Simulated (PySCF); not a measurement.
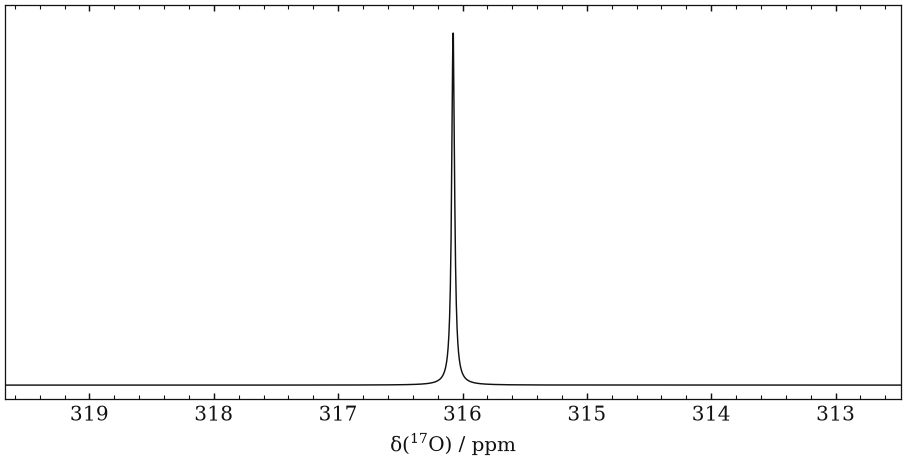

GIAO shifts, PBE0/pcSseg-1 in PySCF, at a GFN2-xTB geometry (no frequency check), against H₂O for ¹⁷O computed at the same level (¹⁷O: a single water molecule, while the usual scale starts at liquid water and gives values some tens of ppm lower). Gas phase, fully decoupled, line heights follow the number of nuclei, widths are arbitrary (no quadrupolar broadening); values of one conformer, averaged over methyl-type rotors and exact or near symmetry.

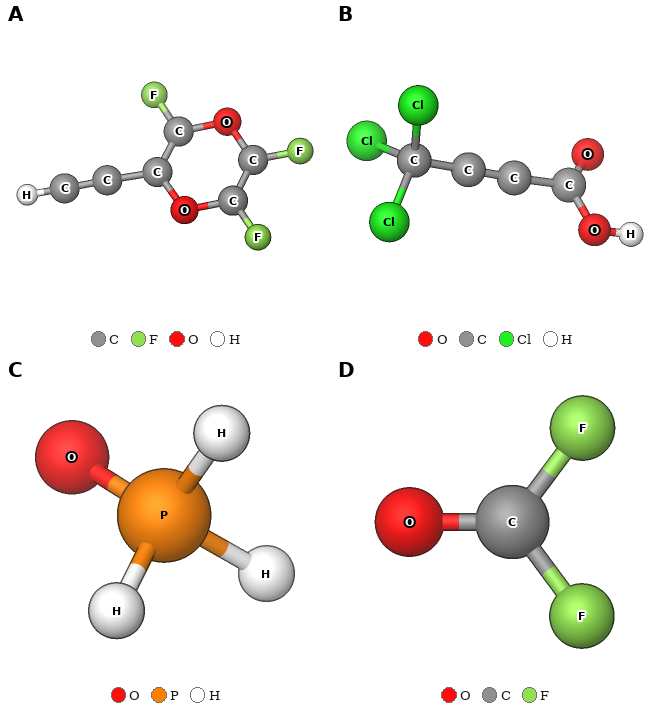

Which molecule was computed? The candidates are drawn in the second picture.

Answer. Structure D, CF₂O (carbonyl fluoride), SMILES O=C(F)F. Its ¹⁷O signals: 316.1 (1 O) ppm.

Caveats: the tight-binding geometry is rougher than a DFT one and adds to the error.
